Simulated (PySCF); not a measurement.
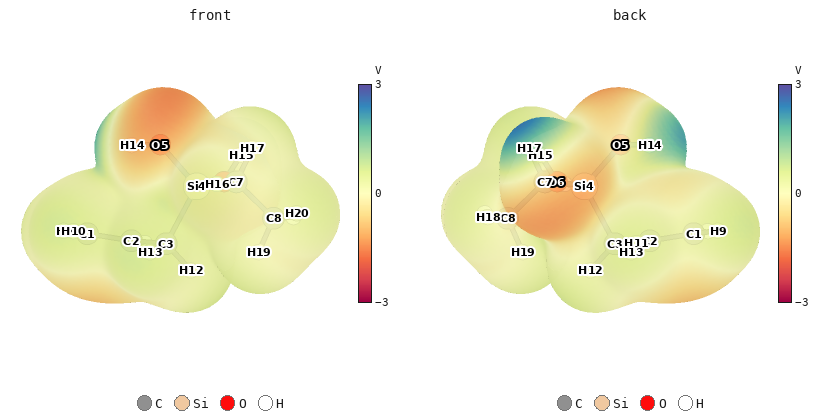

Figure 1: C5H12O2Si (SMILES C=CC[Si](O)(O)CC). The electrostatic potential painted on the density surface at 0.002 e/bohr³, seen from the front and from behind; the colour scale runs from red (negative) to blue (positive).

Geometry: GFN2-xTB.

Method: PBE0/pcSseg-1, SCF density, gas phase, non-relativistic (PySCF 2.14.0).

```yaml
atoms:
  - { symbol: C, position_ang: [-2.3282, 0.6754, -2.2735] }
  - { symbol: C, position_ang: [-2.0939, 0.0038, -1.1591] }
  - { symbol: C, position_ang: [-1.1781, 0.4535, -0.0777] }
  - { symbol: Si, position_ang: [0.5100, -0.4215, -0.2670] }
  - { symbol: O, position_ang: [1.1267, -0.2055, -1.7666] }
  - { symbol: O, position_ang: [0.1512, -1.9920, 0.0177] }
  - { symbol: C, position_ang: [1.8700, 0.2313, 0.8883] }
  - { symbol: C, position_ang: [1.5045, 0.1345, 2.3662] }
  - { symbol: H, position_ang: [-2.9774, 0.2982, -3.0454] }
  - { symbol: H, position_ang: [-1.8916, 1.6457, -2.4492] }
  - { symbol: H, position_ang: [-2.5399, -0.9697, -1.0090] }
  - { symbol: H, position_ang: [-1.6094, 0.2172, 0.8925] }
  - { symbol: H, position_ang: [-1.0351, 1.5322, -0.1330] }
  - { symbol: H, position_ang: [0.5472, -0.1871, -2.5248] }
  - { symbol: H, position_ang: [0.8194, -2.6677, -0.0690] }
  - { symbol: H, position_ang: [2.1034, 1.2669, 0.6459] }
  - { symbol: H, position_ang: [2.7854, -0.3342, 0.7091] }
  - { symbol: H, position_ang: [1.2573, -0.8901, 2.6338] }
  - { symbol: H, position_ang: [0.6413, 0.7575, 2.5871] }
  - { symbol: H, position_ang: [2.3321, 0.4622, 2.9931] }
```

Question: Describe the electrostatic potential map.

Answer: The most negative region (about −1.5 V, or −35 kcal/mol for a unit charge) lies over O5, the most positive (about +2.3 V, or +53 kcal/mol for a unit charge) over H15. O5 is the likeliest acceptor of a hydrogen bond.
